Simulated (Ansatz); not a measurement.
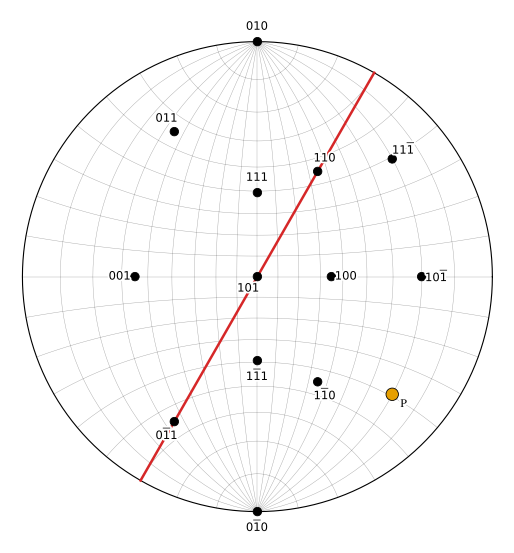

For TiAl, a calculation's input that goes back to an entry of the Crystallography Open Database (an earlier step may have relaxed or displaced it): stereographic projection of plane normals (upper hemisphere) centred on (1 0 1). All values are computed from the atomic coordinates in the standard setting (tolerance 0.002 Å).

a = 2.837 Å, b = 2.837 Å, c = 4.059 Å, α = 90.00°, β = 90.00°, γ = 90.00°.

Q: Index the pole marked P.

A: P is (1 −1 −1), 74.6° from the centre.

Q: Which zone does the coloured great circle trace?

A: The zone [1 −1 −1]: its poles satisfy h − k − l = 0.

Q: What is the angle between the normals of (1 −1 1) and (0 −1 1), and what are their d_hkl = 1/|g|?

A: 39.3°; d = 1.799 Å and 2.326 Å.
